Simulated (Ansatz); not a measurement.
**BH2O2S: rigid scan of one bond length, by script**

How does the energy of BH2O2S change as one bond is stretched? A script is to give a rigid scan of one bond length; the system is BH2O2S. SMILES: OB(O)[S].

Program: Ansatz 0.2.0 through its Python package. Level of theory: r2SCAN0/6-31G*. These are calculated values, not measurements.

### Step 1. Starting point

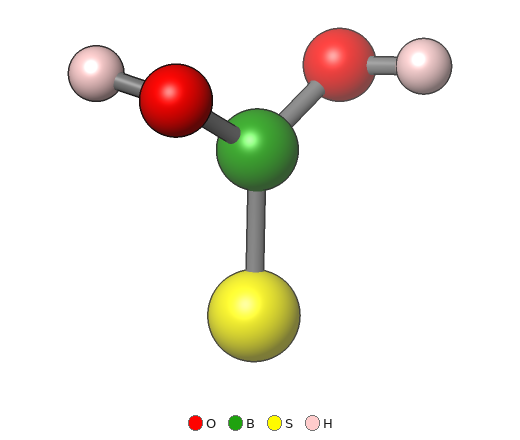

The starting structure, viewed from a chosen angle; oxygen red, boron green, sulfur yellow, hydrogen pink.

No structure file is read: the coordinates are typed or built in the script.

### Step 2. Script

File bh2o2s_scan.py:

```python
import ansatz as az
import matplotlib.pyplot as plt
import numpy as np

BASIS_SET = "6-31G*"
FUNCTIONAL = "R2SCAN0"


def main() -> None:
    geometry_ang = [
        ("O", (-0.2328, 1.2445, -0.3156)),
        ("B", (-0.183, -0.1422, -0.0447)),
        ("O", (1.024, -0.687, 0.4926)),
        ("S", (-1.5389, -1.2405, -0.3844)),
        ("H", (0.0313, 1.3745, -1.2811)),
        ("H", (0.9416, -0.6133, 1.487)),
    ]
    bh2o2s = az.Crystal.molecule()
    for symbol, xyz in geometry_ang:
        bh2o2s = bh2o2s.atom(symbol, xyz)

    symbols = [site.symbol for site in bh2o2s.cartesian_sites]
    start = np.array([site.position_ang for site in bh2o2s.cartesian_sites])
    axis = (start[3] - start[1]) / np.linalg.norm(start[3] - start[1])
    moving = [3]
    lengths, energies = [1.564, 1.635, 1.707, 1.778, 1.849, 1.92, 1.991, 2.098], []
    for length in lengths:
        xyz = start.copy()
        xyz[moving] += (length - np.linalg.norm(start[3] - start[1])) * axis
        point = az.Crystal.molecule()
        for symbol, place in zip(symbols, xyz):
            point = point.atom(symbol, place.tolist())
        model = point.calculation().basis(gaussian=BASIS_SET).functional(FUNCTIONAL).spin("collinear", total=1)
        summary = model.run().report
        energies.append(summary["free_energy_ev"])
        print(f"r = {length:6.3f} A  E = {energies[-1]:.5f} eV  <S^2> = {abs(summary['mean_field']['state']['spin_squared']):.3f}")

    fit = np.polynomial.Polynomial.fit(lengths, np.array(energies) - min(energies), 4).convert()
    roots = [r.real for r in fit.deriv().roots() if abs(r.imag) < 1e-9 and fit.deriv(2)(r.real) > 0]
    r_e = min(roots, key=lambda r: abs(r - lengths[int(np.argmin(energies))]))
    print(f"minimum of the fit at {r_e:.4f} A, force constant {fit.deriv(2)(r_e):.2f} eV/A^2")
    plt.figure(figsize=(4.5, 3))
    plt.plot(lengths, np.array(energies) - min(energies), "o-")
    plt.xlabel("bond length (A)")
    plt.ylabel("E - E(min) (eV)")
    plt.tight_layout()
    plt.savefig("scan.png", dpi=100)


if __name__ == "__main__":
    main()
```

### Step 3. What the engine is handed

The engine receives this input (first run):

```yaml
crystal:
  periodic: [false, false, false]
  atoms:
    - { symbol: O, position_ang: [-0.2328, 1.2445, -0.3156] }
    - { symbol: B, position_ang: [-0.183, -0.1422, -0.0447] }
    - { symbol: O, position_ang: [1.024, -0.687, 0.4926] }
    - { symbol: S, position_ang: [-1.3759228619834265, -1.1084859940382015, -0.3435685715877056] }
    - { symbol: H, position_ang: [0.0313, 1.3745, -1.2811] }
    - { symbol: H, position_ang: [0.9416, -0.6133, 1.487] }
basis:
  gaussian:
    orbitals: "6-31G*"
hamiltonian:
  xc: r2scan0
magnetization:
  spin_polarized: true
  initial_magnetization: 1.0
```

### Step 4. The run

On the command line:

```
$ python bh2o2s_scan.py
```

Without the output at hand: what should come out? Wanted: range of energy; lowest point, distance.

As calculated:

| quantity | value |
| --- | --- |
| bond length at the fit's minimum | 1.7863 Å |
| runs compared | 8 |
| range of energy | 0.789 eV |
| lowest point, distance (Å) | 1.78 |

**Reading.** The lowest point, at 1.78, lies inside the range. The ends stand 0.789 and 0.66 eV above it. The distance scanned is the script's pair 1, 3. The rest of the molecule is held rigid at a force-field or estimated start geometry, and the basis set is modest; single-reference methods fail as a bond breaks. The run takes the species as open-shell (spin multiplicity 2), which needn't be its ground state.
